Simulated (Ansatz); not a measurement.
System: SiGe3Pt.

Input

```
crystal:
  lattice:
    - [6.4191317697, 0.0, 0.0]
    - [-3.2095658849, 5.5591311828, 0.0]
    - [0.0, 0.0, 7.9335246136]
  atoms:
    - { symbol: Si, position: [0.0421450884, 0.0421450884, 0.0] }
    - { symbol: Si, position: [0.9578549116, 0.0, 0.3333333333] }
    - { symbol: Si, position: [0.0, 0.9578549116, 0.6666666667] }
    - { symbol: Ge, position: [0.622218532, 0.0, 0.8333333333] }
    - { symbol: Ge, position: [0.2791915413, 0.7996751969, 0.6242943868] }
    - { symbol: Ge, position: [0.4795163444, 0.2003248031, 0.0423722799] }
    - { symbol: Ge, position: [0.0, 0.622218532, 0.1666666667] }
    - { symbol: Ge, position: [0.7996751969, 0.2791915413, 0.3757056132] }
    - { symbol: Ge, position: [0.2003248031, 0.4795163444, 0.9576277201] }
    - { symbol: Ge, position: [0.377781468, 0.377781468, 0.5] }
    - { symbol: Ge, position: [0.7208084587, 0.5204836556, 0.7090389465] }
    - { symbol: Ge, position: [0.5204836556, 0.7208084587, 0.2909610535] }
    - { symbol: Pt, position: [0.6565369179, 0.6565369179, 0.0] }
    - { symbol: Pt, position: [0.3434630821, 0.0, 0.3333333333] }
    - { symbol: Pt, position: [0.0, 0.3434630821, 0.6666666667] }
basis:
  ecutwfc: 420
kpoints:
  mp_grid: { grid: [6, 6, 4] }
hamiltonian:
  xc: pbe
scf:
  occupations: { method: gaussian, width: 0.1 }
output:
  forces: true
  stress: true
  eigenvalues: true
  write_density: true
  write_potential: true
  elf: true
  volumetric_format: npy
relax:
  adjacent_minimum: "off"
  f_tol: 0.01
  max_steps: 80
  cell: { stress_tol: 0.05 }
```

Command:

```sh
ansatz run input.yaml --threads 1 --pin off --max-ram 2560MiB --backend cpu --events-out ev --progress --plain --runs-dir out
```

Below, planes, directions and counts refer to the conventional cell (a = 6.41 Å, b = 6.41 Å, c = 7.91 Å, α = 90.00°, β = 90.00°, γ = 120.00°).

The fields are those of the relaxed geometry.

Space group P3₁21; a generated structure, not necessarily the stable one.

Level of theory: DFT PBE, scalar-relativistic, plane waves, PAW (Ansatz).

**What will maps of the valence pseudo-density and electron localisation function show?**

Si–Pt (2.48 Å): the density is about 0.54 e/Å³ at the midpoint; the ELF peaks at about 0.75 in the valence shell of Si, 0.9 Å from its nucleus, and is about 0.45 at the midpoint.

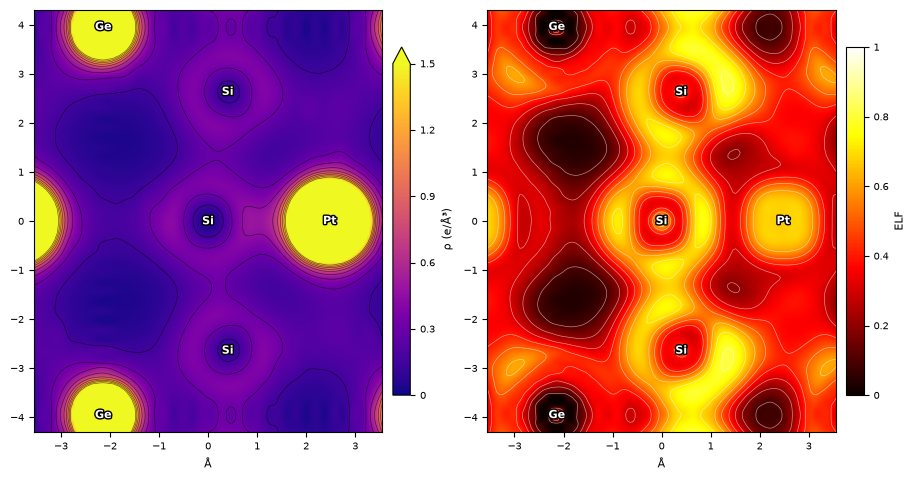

Computed valence pseudo-density and electron localisation function on the (010) plane of the conventional cell, in this order. 

Core electrons are frozen (PAW), and the valence fields are smoothed inside the atomic spheres.
